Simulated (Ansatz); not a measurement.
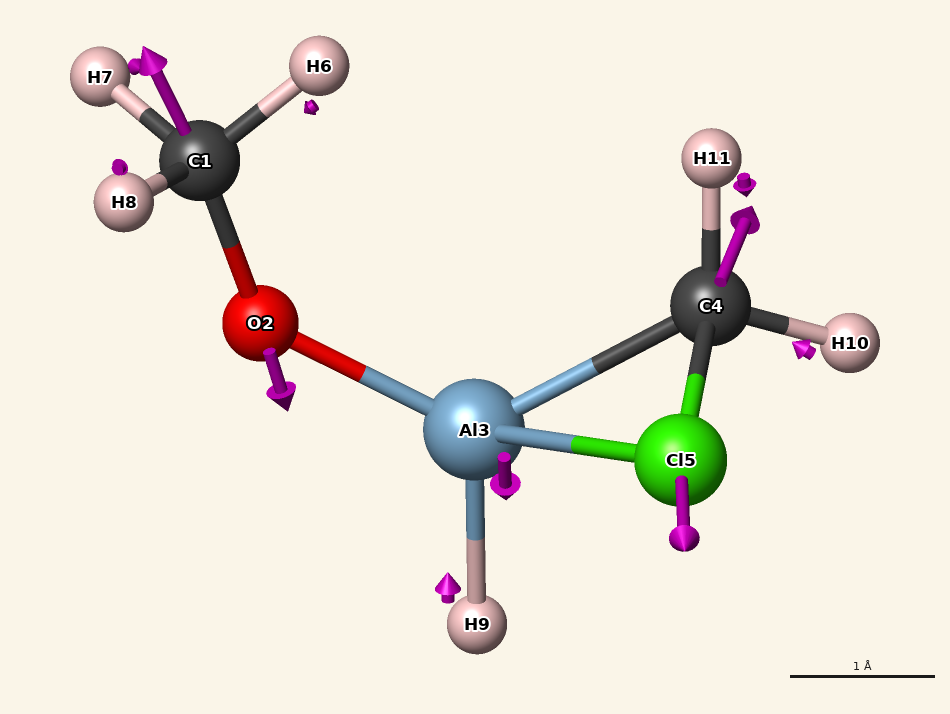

Arrows show the forces on the atoms, 2 Å of arrow for 1 eV/Å; forces under a tenth of the largest aren't drawn. Level of theory: B3LYP-D4/def2-TZVPP (Ansatz 0.2.0).

> On which atom is the force largest, and how large is it?

On Cl5: 0.49 eV/Å.

> Which bond do the forces act along most?

C4–Cl5, now 1.846 Å: the forces push its atoms apart, so a first step downhill lengthens it.

List the force components in the frame of the picture (x right, y up, z towards the viewer), in eV/Å.

```tsv
atom	Fx	Fy	Fz
C1	−0.15	0.30	0.18
O2	0.07	−0.21	−0.13
Al3	0.01	−0.15	−0.19
C4	0.11	0.27	−0.30
Cl5	0.01	−0.25	0.43
H6	−0.04	−0.03	−0.01
H7	0.03	−0.02	0.04
H8	0.02	0.02	−0.04
H9	0.00	0.10	0.05
H10	−0.07	0.04	0.02
H11	0.01	−0.07	−0.05
```
